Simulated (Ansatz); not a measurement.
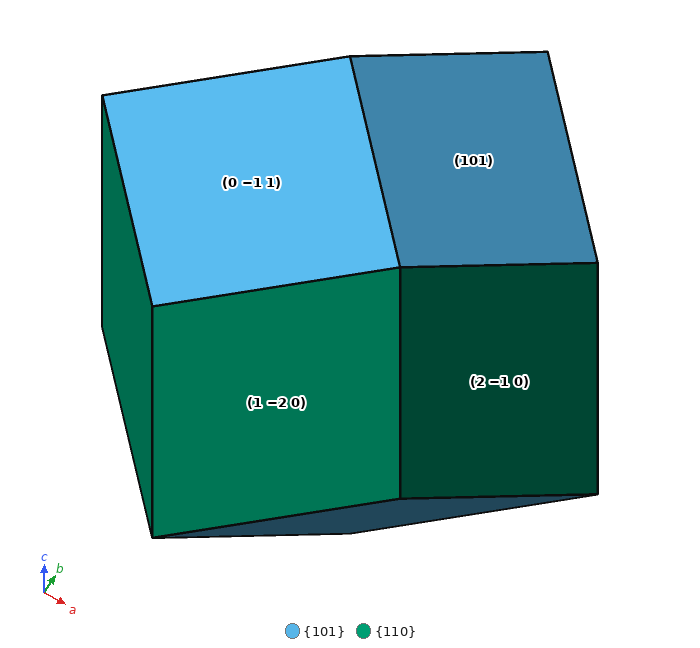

Ge7I, space group R-3m (No. 166), a = 10.457 Å, b = 10.457 Å, c = 6.549 Å, α = 90.00°, β = 90.00°, γ = 120.00°. BFDH (Bravais–Friedel–Donnay–Harker) growth shape, computed from the cell and space group alone: each face lies at a distance from the centre proportional to 1/d(hkl), with d taken for the first order that the space group does not extinguish. It ignores bonding, solvent and kinetics. Origin: the geometry relaxed with DFT PBE, scalar-relativistic, plane waves, PAW (Ansatz 0.2.0); the starting structure was generated, so it need not be a known form of this composition. Forms under 0.4 % of the area are left out.

Describe the habit.

Answer. It is roughly equant (blocky). Widths along a, b and c stand as 1.00 : 1.00 : 1.22.

How many faces does the whole crystal have, by form?

Answer. 12 faces: 6 of {101} and 6 of {110}.

List the forms with their spacings and shares.

Answer.
| form | faces | d (Å) | share of area (%) |
| --- | --- | --- | --- |
| {101} | 6 | 5.307 | 51.1 |
| {110} | 6 | 5.228 | 48.9 |
